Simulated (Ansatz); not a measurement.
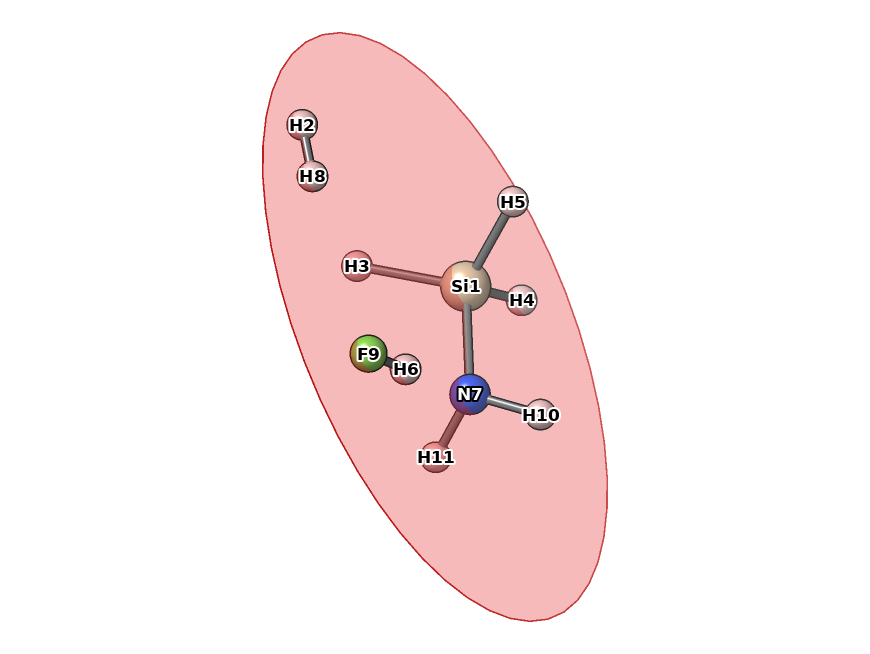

A disc through the centre of mass is drawn in. Atoms fade into the background with distance from the viewer. The geometry was computed by an optimisation with PBE0-D4/def2-TZVP.

Is the plane of the disc a mirror plane of the structure?

Answer. Yes. The reflection leaves Si1, H2, H4, H6, N7, H8, F9 in place and moves H3 ↔ H5; H10 ↔ H11. The point group is Cs.
